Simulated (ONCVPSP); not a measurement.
- Element: Mn (Z = 25)
- Generator: ONCVPSP 4.0.1
- Type: optimised norm-conserving Vanderbilt (ONCV)
- Functional: LDA (Perdew-Zunger)
- Relativity: scalar-relativistic
- Frozen core: [Ar]
- Valence charge: 7
- Reference configuration: 3d5 4s1 (charge +1)
- Partial waves: 4s: rc 2.50 bohr, ncon 4, nbas 7, qcut 3.1 1/bohr, 2 projectors, debl 3.9 Ha; p scattering state at 0.18 Ha: rc 2.00 bohr, ncon 4, nbas 8, qcut 3.9 1/bohr, 2 projectors, debl 2.8 Ha; 3d: rc 2.00 bohr, ncon 5, nbas 10, qcut 6.9 1/bohr, 1 projector; f scattering state at 0.12 Ha: rc 2.55 bohr, ncon 4, nbas 7, qcut 4.2 1/bohr, 2 projectors, debl 0.9 Ha
- Local potential: polynomial inside 1.85 bohr (lpopt 5, dvloc0 4 Ha)
- Core correction: Teter function, fcfact 5.5, rcfact 1.3

In the p channel the program set the typed energies aside and used 0.050, 2.850 Ha.

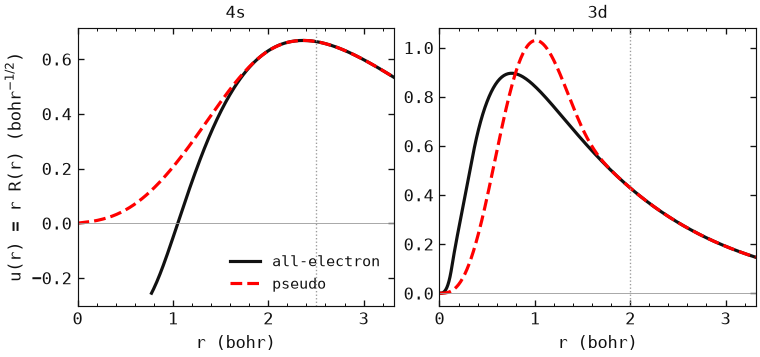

Partial waves u(r) = r R(r), all-electron (solid) and pseudo (dashed). Dotted lines mark the matching radii. The all-electron curves start outside the innermost oscillations, which aren't drawn.

Pseudo-waves: 4s has no node; 3d has no node.

* Cutoffs needed: 23 Ha and 67 Ha (the cutoffs at which the residual kinetic energy of the hardest occupied pseudo-wave falls to 1 and 0.1 mHa per electron)
* Ghost test: no bound ghost flagged; no localised positive-energy state flagged (flags above 300 eV left out)
* Largest excitation error: -104 meV (all-electron minus pseudo) for 3d4 4s0, out of 4 test configurations
* rms error of d²Exc/dni dnj: 13.07 mHa without and 4.10 mHa with the model core
